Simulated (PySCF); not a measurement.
## Electronic structure of C₃H₇F₂Si₂ (doublet) in real space

```xyz
14

C     2.6994   -1.1509   -0.0089
C     1.6033   -0.7003    0.4837
Si    0.1333    0.0939   -0.5042
Si   -1.8678   -1.0696   -0.3317
C    -0.0764    1.7925    0.4292
F    -1.0794    2.5213   -0.1435
F    -0.4723    1.5675    1.7170
H     3.1320   -1.2613   -0.9775
H     1.4091   -0.7224    1.5501
H     0.6309    0.5139   -1.8230
H    -1.7242   -2.3652   -1.0031
H    -2.9797   -0.3534   -0.9592
H    -2.2133   -1.3134    1.0711
H     0.8044    2.4469    0.4777
```

Geometry: GFN2-xTB.

All numbers below come from PySCF 2.14.0, density-fitted response routines, UKS B3LYP, pcH-1 on C F H Si, non-relativistic, mean-field spin-orbit, GIAO.

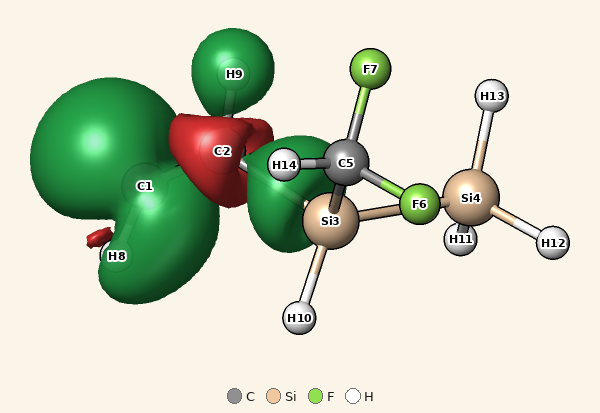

Figure 1. Isosurfaces of the spin density (α minus β) at +0.015 (green) and −0.015 e/Å³ (red), seen from one side.

> Which atoms carry the spin?

The unpaired spin (1 electron) lies mostly on C1 (about 0.8) and Si3 (about 0.1), in electrons by Hirshfeld's partition.

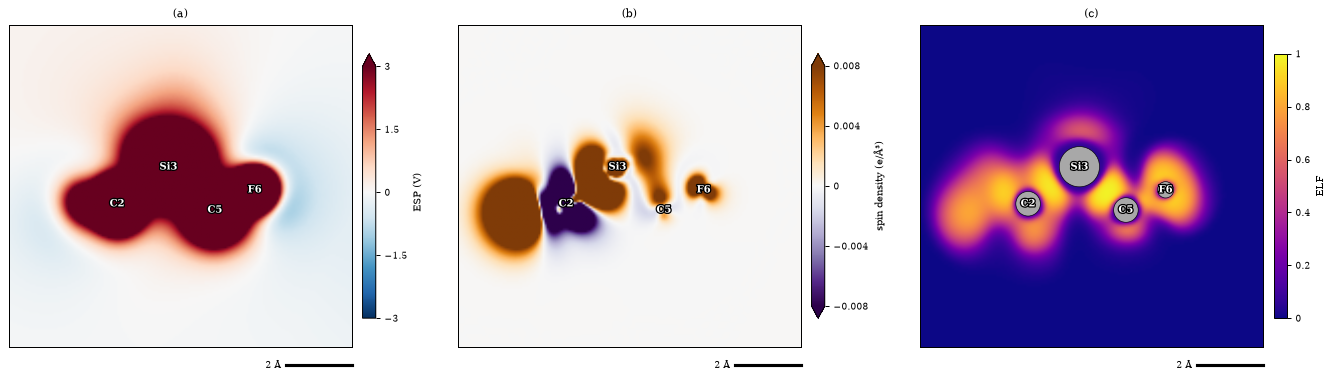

Figure 2. (a) molecular electrostatic potential; (b) spin density; (c) electron localisation function on the plane of atoms C2, Si3 and C5. Grey discs cover the atomic cores in the ELF map.

> What does the map show?

The section cuts through C, Si and F sites. C–F (1.37 Å): the ELF peaks at about 0.85 between the atoms (a shared but strongly polarised pair). C–Si (1.94 Å): the ELF peaks at about 0.95 between the atoms, as expected for localised, covalent bonding. The ELF also peaks beside F6, away from the bonds: non-bonding electrons, paired or unpaired.

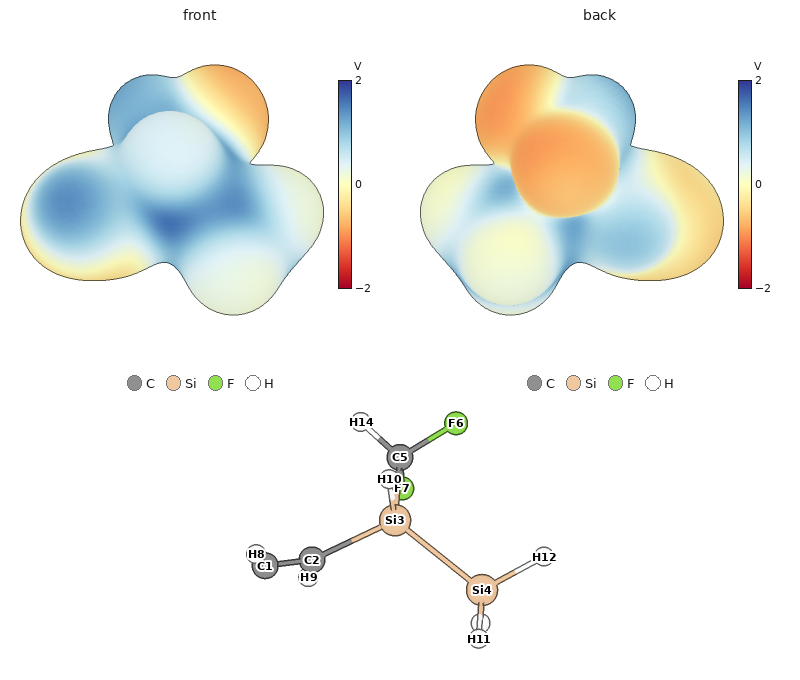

Figure 3. The electrostatic potential painted on the density surface at 0.002 e/bohr³, seen from the front and from behind; red is negative and blue positive. The bare structure is drawn below in the same view.

> Describe the electrostatic potential map.

The most negative region (about −0.9 V) lies over F6 and F7, the most positive (about +1.5 V) over Si3.
